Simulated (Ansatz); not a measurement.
These are PBE (plane waves to 420 eV, PAW; Ansatz, an electronic-structure program) values and carry that method's errors.

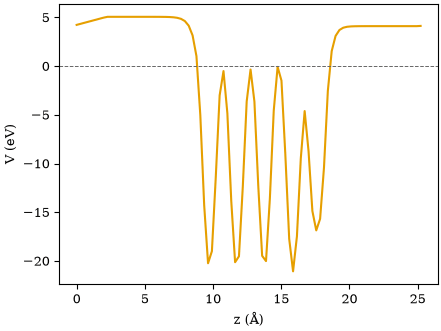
Figure. Plane-averaged electrostatic potential energy along the normal, in eV from the Fermi level, for S on the 1x1 (111) surface of fcc Ni, ferromagnetic, one in a 1x1 cell, started at the site 'hollow Ni-Ni-Ni over Ni at depth 4.0 Å'

Model: 5-atom slab, 6.0 Å thick at the start under the adsorbate (thin: gaps and levels are the slab's own), 14x14x1 mesh, Fermi-Dirac 0.1 eV, dipole correction, 2 atoms held, the rest relaxed; start symmetry kept, larger cells not searched; spin-polarised, no spin-orbit, no U, no dispersion correction. At the end it is bonded to 3 Ni. In PBE it is, or lies within 0.03 eV of, the lowest of the starts that converged.

The vacuum level lies 4.10 eV above the Fermi level over the top face and 5.06 eV above it under the bottom face.
